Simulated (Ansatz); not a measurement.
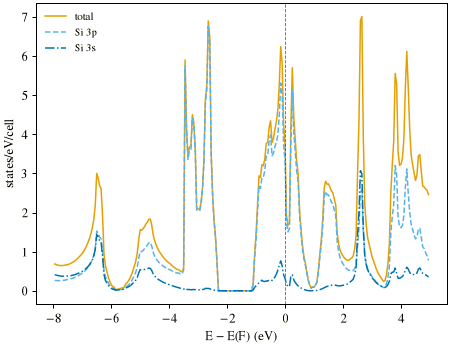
Total and projected density of states of Si in space group I4_132 (No. 214; Si on 8a), plane-wave PAW PBEsol (Ansatz code)

Which orbitals carry the states next to the Fermi level?

Within 0.5 eV of the Fermi level: Si 3p 89 %, Si 3s 9 %. Projections are on Löwdin-orthogonalised atomic valence shells; empty p or d shells of many metals are not among them.

Where is the tallest occupied peak in this window, and what makes it?

Near -2.6 eV, about 6.9 states/eV per cell; the largest projected share is Si 3p.

The start of the workflow was typed in or built on a structure type; neither database checked (COD, Materials Project) lists it. It is not the phase usual at ambient conditions (space group No. 227). Symmetry was held in the PBEsol relaxation. At this level the phase is dynamically unstable (imaginary phonons).

Potentials: the later of the program's two PAW sets.
